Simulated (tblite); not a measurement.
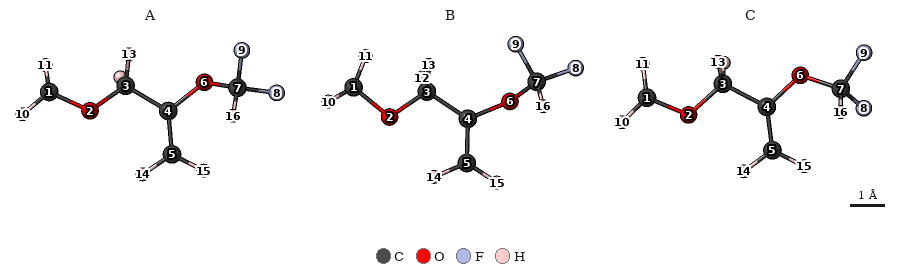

3 geometries from one relaxation of C5H7F2O2 (multiplicity 2), in shuffled order. A ball-and-stick model, seen face on.

Method: GFN2-xTB geometry optimisation, gas phase (tblite). 

Order the frames from highest to lowest energy.

B, A, C. They are steps 0, 75, 165, at +25.8 kcal/mol, +2.04 kcal/mol relative to the last. The energy falls by 25.8 kcal/mol in 165 geometry steps. F9 moves most after the best rigid fit: 1.48 Å. By element the largest moves are F 1.48 Å, O 1.02 Å, H 0.77 Å, C 0.56 Å. Some distances before and after: O6–C7 1.406 → 1.350 Å, C1–O2 1.405 → 1.363 Å, C1–H11 1.113 → 1.075 Å, C7–F8 1.387 → 1.357 Å. Bond angles that change, for instance: H10–C1–H11 107.0° → 121.7°, C3–C4–O6 123.7° → 109.1°, O2–C1–H11 106.5° → 119.8°. Groups turn about O6–C7 by about 100°, C4–O6 by about 85°.
